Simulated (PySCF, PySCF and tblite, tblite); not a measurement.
# C6H8BFO: a path driven as rotation about a bond, and NMR exchange

How fast is rotation about a bond in C6H8BFO (`Bc1cc(CC)c(F)o1`), and when do the exchanging lines merge?

Computed with tblite 0.8.0 (tight binding) and PySCF 2.14.0 (DFT, with response routines of our own); each step states its level. Atoms count from 0 throughout.

## 1. The molecule as given

17 atoms, charge 0, multiplicity 1; geometry from: force field or distance geometry start.

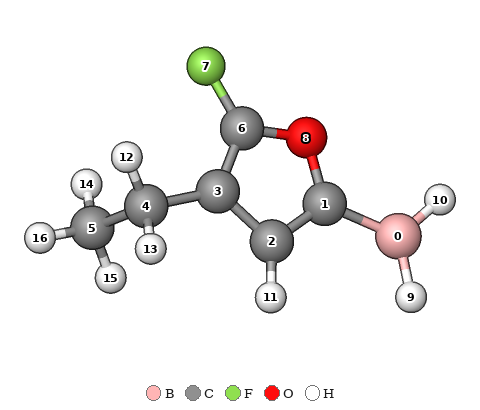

The starting geometry (boron pink, carbon grey, fluorine green, oxygen red, hydrogen white), atoms numbered.

## 2. GFN2-xTB relaxation, start minimum

What the job is given:

```
{"job": {"xc": "GFN2-xTB", "basis": "xTB", "kind": "relax"}, "charge": 0, "multiplicity": 1}
B      3.203000    -0.719000     0.817900
C      1.879400    -0.084100     0.239200
C      0.627700    -0.240600     0.789100
C     -0.216000     0.497800    -0.047600
C     -1.706800     0.597300     0.072400
C     -2.388500    -0.521000    -0.719600
C      0.589600     1.019300    -1.032600
F      0.178400     1.787200    -2.062100
O      1.841400     0.658100    -0.828800
H      3.155000    -1.384200     1.797800
H      4.222700    -0.527100     0.273900
H      0.333400    -0.812800     1.662100
H     -2.042400     1.583200    -0.323800
H     -2.005400     0.538900     1.129600
H     -2.111800    -0.452300    -1.789800
H     -2.082000    -1.509300    -0.302200
H     -3.484700    -0.419400    -0.622600
```

The run is started by

```sh
> OMP_NUM_THREADS=1 python ens_run.py task.json out
```

This one command runs the whole study; its stages follow in the order run.

The program printed:

```text
step      E/eV     max force
  0    -733.08196    4.231
  1    -733.31201    0.589
  2    -733.33676    0.487
  3    -733.35615    0.289
  4    -733.36088    0.226
  5    -733.36680    0.162
  6    -733.36948    0.171
  7    -733.37277    0.128
  8    -733.37440    0.082
  9    -733.37530    0.062
 10    -733.37579    0.072
 11    -733.37620    0.069
 12    -733.37657    0.061
 13    -733.37699    0.056
 14    -733.37753    0.063
 15    -733.37819    0.070
 16    -733.37883    0.066
 17    -733.37934    0.058
 18    -733.37974    0.046
 19    -733.38014    0.055
 20    -733.38046    0.041
 21    -733.38067    0.032
 22    -733.38080    0.027
 23    -733.38093    0.030
 24    -733.38104    0.026
 25    -733.38112    0.016
 26    -733.38116    0.017
 27    -733.38120    0.019
 28    -733.38126    0.022
 29    -733.38131    0.020
 30    -733.38135    0.017
 31    -733.38138    0.015
 32    -733.38141    0.016
 33    -733.38143    0.012
 34    -733.38145    0.010
 35    -733.38146    0.008
 36    -733.38148    0.011
 37    -733.38149    0.010
 38    -733.38150    0.009
 39    -733.38151    0.008
 40    -733.38151    0.008
 41    -733.38153    0.011
 42    -733.38154    0.012
 43    -733.38156    0.011
 44    -733.38157    0.008
 45    -733.38158    0.008
 46    -733.38159    0.008
 47    -733.38160    0.008
 48    -733.38161    0.009
 49    -733.38162    0.007
 50    -733.38163    0.006
 51    -733.38164    0.006
 52    -733.38164    0.007
 53    -733.38165    0.008
 54    -733.38167    0.010
 55    -733.38168    0.008
 56    -733.38169    0.008
 57    -733.38170    0.006
 58    -733.38171    0.005
 59    -733.38171    0.005
 60    -733.38172    0.004
 61    -733.38172    0.005
 62    -733.38172    0.004
 63    -733.38172    0.003
```

Run time: 0.41 s. Hardware: 1 thread of Arm Neoverse V1, shared host.

The energy fell by 0.300 eV, and the atoms moved 0.06 Å (root mean square).

## 3. Relaxed scan, rotation

What the job is given:

```
{"job": {"xc": "GFN2-xTB", "basis": "xTB", "coordinate": [["t", [9, 0, 1, 2], 0.25], ["t", [9, 0, 1, 8], 0.25], ["t", [10, 0, 1, 2], 0.25], ["t", [10, 0, 1, 8], 0.25]], "kind": "drive"}, "charge": 0, "multiplicity": 1}
B      3.231755    -0.697903     0.801387
C      1.910544    -0.134796     0.307293
C      0.620743    -0.264002     0.795515
C     -0.250594     0.469399    -0.034591
C     -1.733937     0.607651     0.051479
C     -2.432076    -0.516546    -0.716014
C      0.587283     0.992971    -0.984335
F      0.302034     1.776614    -2.018170
O      1.853437     0.662841    -0.812908
H      3.227742    -1.363976     1.759055
H      4.217278    -0.459718     0.225436
H      0.339634    -0.825626     1.663732
H     -2.032093     1.571334    -0.365994
H     -2.034337     0.575157     1.100221
H     -2.159806    -0.482079    -1.768331
H     -2.143536    -1.485986    -0.316186
H     -3.511069    -0.413304    -0.634713
```

The program printed:

```text
point  coordinate     E/eV
  0    104.400     -733.35888
  1    119.000     -733.29395
  2    133.800     -733.19585
  3    148.800     -733.08090
  4    164.100     -732.97637
  5    179.800     -732.92824
  6    195.500     -732.97389
  7    210.800     -733.07863
  8    225.800     -733.19405
  9    240.500     -733.29116
 10    255.200     -733.35431
 11    269.800     -733.37866
```

It took 2.1 s on 1 thread of Arm Neoverse V1, shared host.

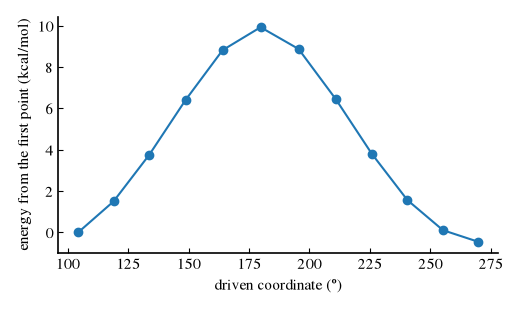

Energy along the scan.

## 4. Nudged elastic band, leg 1

The job, as its differences from that of step 3:

```diff
@@ -1,2 +1,2 @@
-{"job": {"xc": "GFN2-xTB", "basis": "xTB", "coordinate": [["t", [9, 0, 1, 2], 0.25], ["t", [9, 0, 1, 8], 0.25], ["t", [10, 0, 1, 2], 0.25], ["t", [10, 0, 1, 8], 0.25]], "kind": "drive"}, "charge": 0, "multiplicity": 1}
+{"job": {"xc": "GFN2-xTB", "basis": "xTB", "kind": "neb"}, "charge": 0, "multiplicity": 1}
 B      3.231755    -0.697903     0.801387
```

The program printed:

```text
image   E - E0 / eV
  0       0.0000
  1       0.1374
  2       0.4501
  3       0.3633
  4       0.1073
  5       0.0076
  6      -0.0004
```

Wall time 2.2 s (1 thread of Arm Neoverse V1, shared host); peak memory 0.19 GiB.

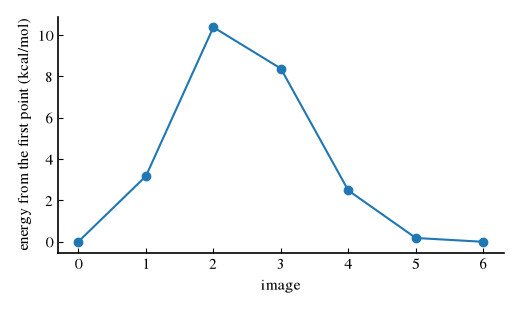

Energy along the band.

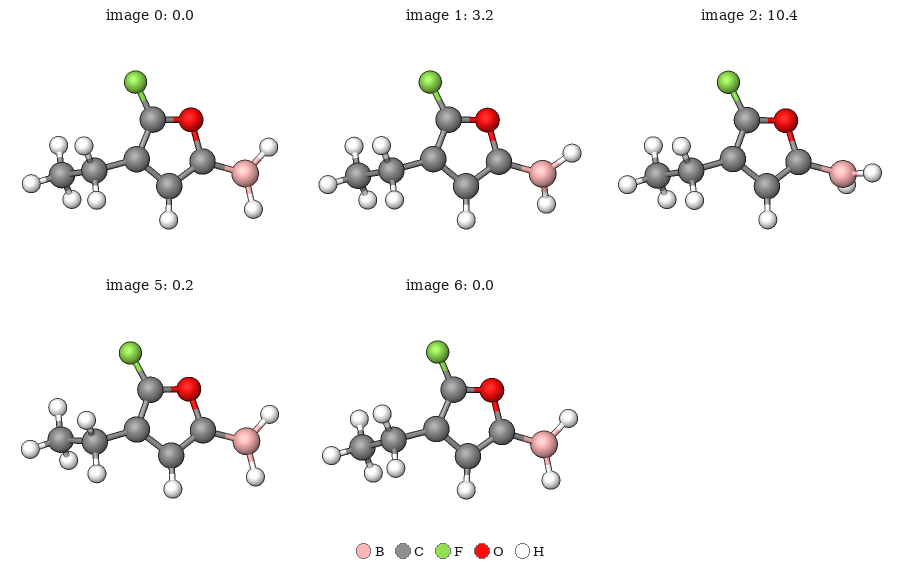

Images along the band, with energies in kcal/mol.

## 5. Saddle search, leg 1

What the job is given:

```
{"job": {"xc": "GFN2-xTB", "basis": "xTB", "kind": "saddle"}, "charge": 0, "multiplicity": 1}
B      3.268765    -0.679140     0.886973
C      1.901182    -0.148915     0.352146
C      0.644348    -0.189444     0.890287
C     -0.244914     0.456289    -0.016956
C     -1.720380     0.637737     0.111873
C     -2.476179    -0.471652    -0.621042
C      0.561186     0.825085    -1.045747
F      0.282295     1.456932    -2.185648
O      1.843078     0.488246    -0.852194
H      3.572750    -1.790844     0.695365
H      3.970183     0.029260     1.496019
H      0.375766    -0.612679     1.836772
H     -2.002866     1.605210    -0.308233
H     -1.987913     0.628902     1.169910
H     -2.238715    -0.451641    -1.682061
H     -2.199954    -1.445902    -0.224007
H     -3.548633    -0.337444    -0.503456
```

The program printed:

```text
step      E/eV     max force
  0    -732.93166   0.0461
  1    -732.92962   0.0908
  2    -732.92966   0.0200
  3    -732.92976   0.0233
  4    -732.93041   0.0241
  5    -732.93116   0.0398
  6    -732.93193   0.0260
  7    -732.93223   0.0479
  8    -732.93250   0.0055
  9    -732.93183   0.1301
 10    -732.93255   0.0387
 11    -732.93257   0.0024
lowest wavenumbers (cm-1): -414.6 32.6 116.1 163.6 189.8 194.7
```

Wall time 3.8 s (1 thread of Arm Neoverse V1, shared host); peak memory 0.19 GiB.

Point group C1; 1 imaginary mode, 415i cm⁻¹, carried by H10, H9. Steps downhill from it reached both ends.

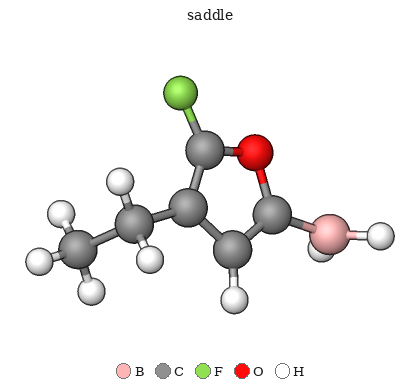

The saddle point.

## 6. Shieldings, start: CAM-B3LYP/pcSseg-1

What the job is given:

```
{"job": {"kind": "nmr", "xc": "CAM-B3LYP", "basis": "pcSseg-1", "pop": false}, "charge": 0, "multiplicity": 1}
B      3.231755    -0.697903     0.801387
C      1.910544    -0.134796     0.307293
C      0.620743    -0.264002     0.795515
C     -0.250594     0.469399    -0.034591
C     -1.733937     0.607651     0.051479
C     -2.432076    -0.516546    -0.716014
C      0.587283     0.992971    -0.984335
F      0.302034     1.776614    -2.018170
O      1.853437     0.662841    -0.812908
H      3.227742    -1.363976     1.759055
H      4.217278    -0.459718     0.225436
H      0.339634    -0.825626     1.663732
H     -2.032093     1.571334    -0.365994
H     -2.034337     0.575157     1.100221
H     -2.159806    -0.482079    -1.768331
H     -2.143536    -1.485986    -0.316186
H     -3.511069    -0.413304    -0.634713
```

The program printed:

```text
coarse grid: 14736 points
cycle   1  E = -432.8983332857  dE =  1.782e+00  |g| = 7.216e-01  |ddm| = 3.768e+00
cycle   2  E = -432.8574959593  dE =  4.084e-02  |g| = 9.340e-01  |ddm| = 1.064e+00
cycle   3  E = -433.0092395976  dE = -1.517e-01  |g| = 7.059e-02  |ddm| = 5.955e-01
cycle   4  E = -433.0099051037  dE = -6.655e-04  |g| = 5.431e-02  |ddm| = 9.039e-02
cycle   5  E = -433.0105532382  dE = -6.481e-04  |g| = 1.358e-02  |ddm| = 5.199e-02
cycle   6  E = -433.0105968112  dE = -4.357e-05  |g| = 4.741e-03  |ddm| = 1.514e-02
cycle   7  E = -433.0106028358  dE = -6.025e-06  |g| = 1.482e-03  |ddm| = 5.058e-03
final grid: 144248 points
cycle   8  E = -433.0959223747  dE = -3.918e-05  |g| = 5.353e-03  |ddm| = 2.113e-02
cycle   9  E = -433.0959207753  dE =  1.599e-06  |g| = 6.434e-03  |ddm| = 9.111e-03
cycle  10  E = -433.0959282424  dE = -7.467e-06  |g| = 7.100e-04  |ddm| = 4.869e-03
cycle  11  E = -433.0959283374  dE = -9.499e-08  |g| = 2.418e-04  |ddm| = 6.746e-04
cycle  12  E = -433.0959283513  dE = -1.389e-08  |g| = 1.172e-04  |ddm| = 2.778e-04
cycle  13  E = -433.0959283541  dE = -2.794e-09  |g| = 2.529e-05  |ddm| = 9.345e-05
cycle  14  E = -433.0959283544  dE = -3.436e-10  |g| = 9.114e-06  |ddm| = 4.921e-05
converged SCF energy = -433.0959283544

GIAO shielding tensors (ppm)
atom      isotropic    diamagn.    paramagn.     s11        s22        s33       span
  0 B       39.465     191.884    -152.419    -13.223      0.718    130.900    144.123
  1 C       17.310     253.922    -236.612    -81.445     31.566    101.810    183.256
  2 C       33.093     253.411    -220.318    -58.442     18.144    139.578    198.020
  3 C       70.415     265.525    -195.109     24.541     33.805    152.901    128.360
  4 C      164.649     242.818     -78.169    153.464    168.423    172.062     18.598
  5 C      164.944     244.833     -79.889    151.427    158.992    184.415     32.988
  6 C        7.924     253.290    -245.366    -61.532     39.004     46.299    107.831
  7 F      288.131     474.036    -185.905    193.371    313.475    357.547    164.176
  8 O       29.364     402.971    -373.608   -115.590      2.575    201.107    316.697
  9 H       25.510      29.954      -4.443     20.678     27.170     28.683      8.005
 10 H       25.335      29.403      -4.069     20.903     26.714     28.387      7.484
 11 H       24.141      34.298     -10.157     22.226     22.787     27.411      5.185
 12 H       29.102      29.399      -0.297     24.528     28.409     34.368      9.839
 13 H       29.347      30.089      -0.742     24.595     28.089     35.356     10.761
 14 H       30.588      29.776       0.812     26.091     30.037     35.637      9.545
 15 H       30.557      30.184       0.374     26.242     29.646     35.784      9.542
 16 H       30.432      27.347       3.085     26.310     26.946     38.040     11.730
```

Run time: 39 s. Hardware: 1 thread of Arm Neoverse V1, shared host; peak memory 0.99 GiB.

Key values: HOMO -8.21 eV, LUMO -0.84 eV; dipole 2.64 D.

## 7. Shieldings, saddle of leg 1: CAM-B3LYP/pcSseg-1

What the job is given:

```
{"job": {"kind": "nmr", "xc": "CAM-B3LYP", "basis": "pcSseg-1", "pop": false}, "charge": 0, "multiplicity": 1}
B      3.225704    -0.736046     0.867663
C      1.884053    -0.141985     0.333705
C      0.606590    -0.223578     0.813558
C     -0.241980     0.511278    -0.065388
C     -1.721645     0.683081     0.019459
C     -2.449209    -0.557225    -0.501456
C      0.608147     0.974116    -1.016583
F      0.380986     1.729154    -2.091093
O      1.879413     0.606593    -0.806475
H      3.565768    -1.800490     0.527739
H      3.871154    -0.124002     1.624606
H      0.294996    -0.742074     1.697524
H     -2.015349     1.553418    -0.570134
H     -2.002209     0.858742     1.060128
H     -2.198534    -0.731438    -1.545292
H     -2.162591    -1.435173     0.072946
H     -3.525293    -0.424372    -0.420909
```

The program printed:

```text
coarse grid: 14736 points
cycle   1  E = -432.8908558462  dE =  1.748e+00  |g| = 6.704e-01  |ddm| = 3.797e+00
cycle   2  E = -432.8802534303  dE =  1.060e-02  |g| = 7.764e-01  |ddm| = 9.025e-01
cycle   3  E = -432.9810239283  dE = -1.008e-01  |g| = 5.132e-02  |ddm| = 4.691e-01
cycle   4  E = -432.9815201596  dE = -4.962e-04  |g| = 2.732e-02  |ddm| = 6.542e-02
cycle   5  E = -432.9816699814  dE = -1.498e-04  |g| = 1.080e-02  |ddm| = 2.981e-02
cycle   6  E = -432.9816974339  dE = -2.745e-05  |g| = 3.326e-03  |ddm| = 1.243e-02
cycle   7  E = -432.9816999992  dE = -2.565e-06  |g| = 9.741e-04  |ddm| = 3.257e-03
final grid: 144248 points
cycle   8  E = -433.0668503186  dE = -4.110e-05  |g| = 5.123e-03  |ddm| = 1.999e-02
cycle   9  E = -433.0668495337  dE =  7.849e-07  |g| = 5.901e-03  |ddm| = 8.660e-03
cycle  10  E = -433.0668554035  dE = -5.870e-06  |g| = 6.362e-04  |ddm| = 4.451e-03
cycle  11  E = -433.0668554708  dE = -6.724e-08  |g| = 2.240e-04  |ddm| = 6.385e-04
cycle  12  E = -433.0668554804  dE = -9.582e-09  |g| = 1.008e-04  |ddm| = 2.418e-04
cycle  13  E = -433.0668554823  dE = -1.926e-09  |g| = 1.733e-05  |ddm| = 8.243e-05
cycle  14  E = -433.0668554824  dE = -7.287e-11  |g| = 5.393e-06  |ddm| = 2.430e-05
converged SCF energy = -433.0668554824

GIAO shielding tensors (ppm)
atom      isotropic    diamagn.    paramagn.     s11        s22        s33       span
  0 B        3.598     189.715    -186.116    -74.652    -44.639    130.086    204.738
  1 C       31.918     258.001    -226.083    -63.010     49.878    108.887    171.897
  2 C       67.455     253.790    -186.335    -19.430     67.929    153.867    173.298
  3 C       76.414     264.461    -188.047     18.849     52.348    158.044    139.195
  4 C      164.813     242.745     -77.932    153.298    169.172    171.968     18.670
  5 C      165.093     244.984     -79.890    151.565    159.354    184.361     32.795
  6 C       11.925     253.200    -241.276    -58.451     46.381     47.844    106.295
  7 F      307.745     474.232    -166.487    238.689    322.968    361.577    122.888
  8 O       55.956     403.299    -347.343    -63.572     18.103    213.337    276.909
  9 H       23.417      28.689      -5.271     16.447     26.397     27.409     10.962
 10 H       23.414      28.461      -5.046     16.533     26.324     27.386     10.852
 11 H       25.740      34.283      -8.543     23.880     24.996     28.345      4.465
 12 H       29.135      29.531      -0.396     24.317     28.743     34.346     10.029
 13 H       29.455      29.883      -0.428     24.833     27.984     35.548     10.715
 14 H       30.644      29.863       0.782     26.387     29.771     35.775      9.388
 15 H       30.541      30.414       0.127     26.059     29.762     35.803      9.745
 16 H       30.477      27.494       2.983     26.261     27.178     37.993     11.732
```

Run time: 47 s. Hardware: 1 thread of Arm Neoverse V1, shared host; peak memory 0.98 GiB.

Key values: HOMO -7.51 eV, LUMO -1.15 eV; dipole 1.91 D.

The fields below are evaluated on a grid from the run's orbitals.

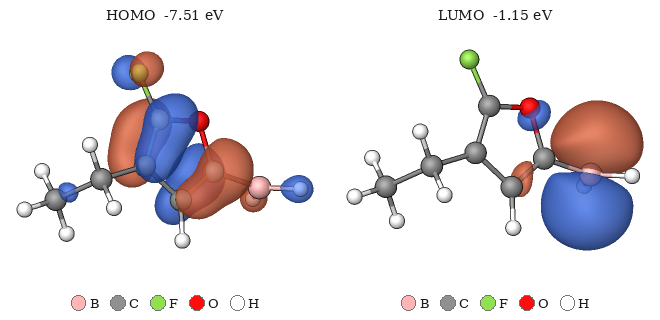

Frontier orbitals at CAM-B3LYP/pcSseg-1; each surface holds 70 % of the orbital's density, blue and red mark the sign.

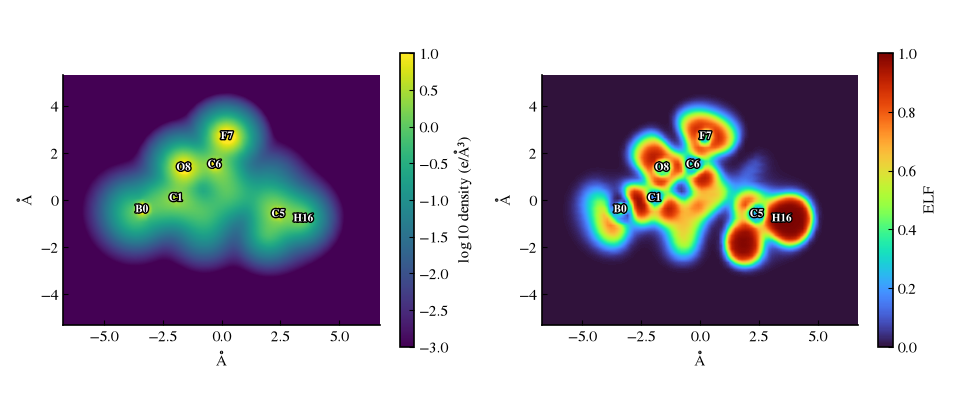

Density (left) and ELF (right) in a plane through or near 7 of the atoms.

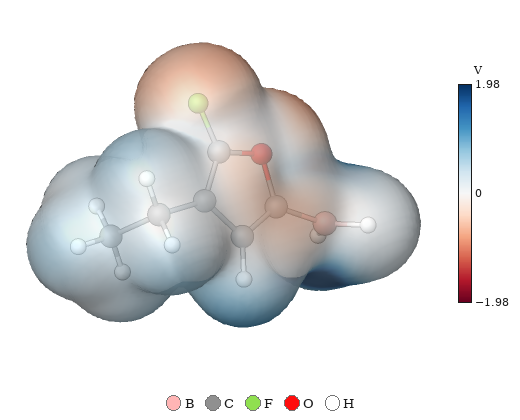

The potential that a unit positive charge feels on the 0.002 e/bohr³ surface, from the 1st to the 99th percentile, from -0.73 V near O8 to 1.98 V near B0.

## 8. Barriers, rates and exchange

What the job is given:

```
{"job": {"smiles": "Bc1cc(CC)c(F)o1", "charge": 0, "mult": 1, "motion": "rotation", "what": "aryl or vinyl borane", "atoms": [0, 1], "drives": [{"terms": [["t", [9, 0, 1, 2], 0.25], ["t", [9, 0, 1, 8], 0.25], ["t", [10, 0, 1, 2], 0.25], ["t", [10, 0, 1, 8], 0.25]], "by": 180, "n": 12}], "study": "path", "level": {"kind": "nmr", "xc": "CAM-B3LYP", "basis": "pcSseg-1"}, "fields": [300, 500, 800], "first": 2, "seed": 39, "kind": "path"}, "charge": 0, "multiplicity": 1}
B      3.231755    -0.697903     0.801387
C      1.910544    -0.134796     0.307293
C      0.620743    -0.264002     0.795515
C     -0.250594     0.469399    -0.034591
C     -1.733937     0.607651     0.051479
C     -2.432076    -0.516546    -0.716014
C      0.587283     0.992971    -0.984335
F      0.302034     1.776614    -2.018170
O      1.853437     0.662841    -0.812908
H      3.227742    -1.363976     1.759055
H      4.217278    -0.459718     0.225436
H      0.339634    -0.825626     1.663732
H     -2.032093     1.571334    -0.365994
H     -2.034337     0.575157     1.100221
H     -2.159806    -0.482079    -1.768331
H     -2.143536    -1.485986    -0.316186
H     -3.511069    -0.413304    -0.634713
```

The program printed:

```text
stationary points (kcal/mol above the start)
  n  kind          group   xTB      DFT    lowest mode
  0  minimum      C1       0.00     0.00      19.5
  1  saddle       C1      10.36    18.26    -414.6
  2  minimum      C1      -0.01     0.00      25.0

GFN2-xTB energies: T/K, barrier G, reaction G (kcal/mol), k forward, k back (1/s)
 150.00     9.62     0.02     0.0601     0.0643
 200.00     9.65     0.03        236        254
 250.00     9.70     0.04   3.47e+04   3.77e+04
 298.15     9.75     0.05   8.85e+05   9.65e+05
 350.00     9.82     0.06   1.08e+07   1.18e+07
 400.00     9.89     0.07   6.55e+07   7.17e+07
 500.00    10.07     0.09   8.24e+08   9.05e+08

CAM-B3LYP/pcSseg-1 + D3(BJ) energies: T/K, barrier G, reaction G (kcal/mol), k forward, k back (1/s)
 150.00    17.53     0.03   1.83e-13   2.02e-13
 200.00    17.56     0.04   5.43e-07   6.01e-07
 250.00    17.60     0.05    0.00427    0.00473
 298.15    17.66     0.06       1.42       1.58
 350.00    17.72     0.07        125        139
 400.00    17.80     0.08   3.14e+03   3.48e+03
 500.00    17.98     0.10   2.89e+05   3.21e+05
```

Run time: 98 s. Hardware: 1 thread of Arm Neoverse V1, shared host; peak memory 0.99 GiB. This counts the whole study up to here.

Barriers by level (kcal/mol; entropies in cal/(mol K)). Zero-point and thermal terms come from xTB in every row. ΔG‡ leaves symmetry out; the rate counts equivalent paths (a factor of 2); effective ΔG‡, where given, is the barrier that would give that rate by Eyring's equation alone:

```
                      level    ΔE‡  with zero-point    ΔH‡   ΔS‡  ΔG‡ (298 K)  ΔE of reaction  k at 298 K (1/s)  effective ΔG‡
                   GFN2-xTB  10.36             9.57   9.39  -1.2         9.75           -0.01           8.8e+05           9.34
CAM-B3LYP/pcSseg-1 + D3(BJ)  18.26            17.48  17.29  -1.2        17.66            0.00               1.4          17.24
```

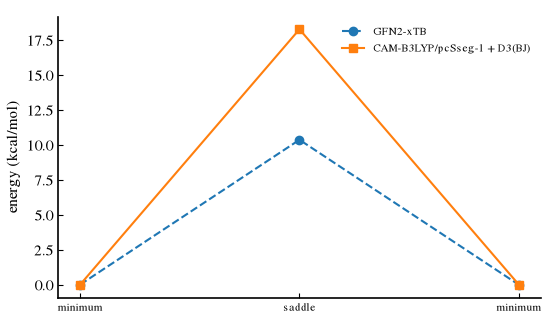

The xTB stationary points, at both levels.

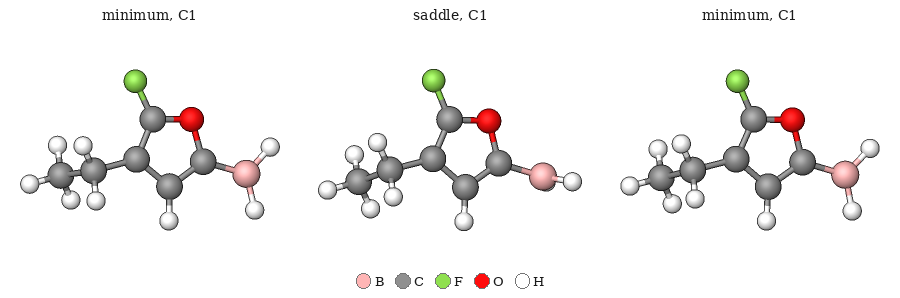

The stationary points in order.

Sites that the driver pairs across this motion, and where their lines would merge (no couplings; faster rotations or exchange between molecules can average them sooner):

```
nucleus  sites: shielding (ppm)  proton frequency (MHz)  spread (Hz)  coalescence (K)  lines at 298 K
     1H   H9: 25.51; H10: 25.33                     300           53              349               2
     1H   H9: 25.51; H10: 25.33                     500           88              356               2
     1H   H9: 25.51; H10: 25.33                     800          141              363               2
```

## 9. What came out

```
                             quantity                               value
barrier (CAM-B3LYP/pcSseg-1 + D3(BJ))  ΔE‡ 18.3, ΔG‡(298 K) 17.7 kcal/mol
                   barrier (GFN2-xTB)                   ΔE‡ 10.4 kcal/mol
                        rate at 298 K                             1.4 s⁻¹
                      end of the path   the start, renumbered or mirrored
                 coalescence of 1H H9                    363 K at 800 MHz
```

**Reading.** DFT puts the top 18.3 kcal/mol above the start (xTB: 10.4); the rate from the DFT barrier is 1.4 s⁻¹ at 298 K. An error of 1.4 kcal/mol changes that rate tenfold. The 1H lines of H9 and its partners, 141 Hz apart at 800 MHz, merge at 363 K, so by this path alone the exchange at 298 K is slow for them; other paths were not followed.
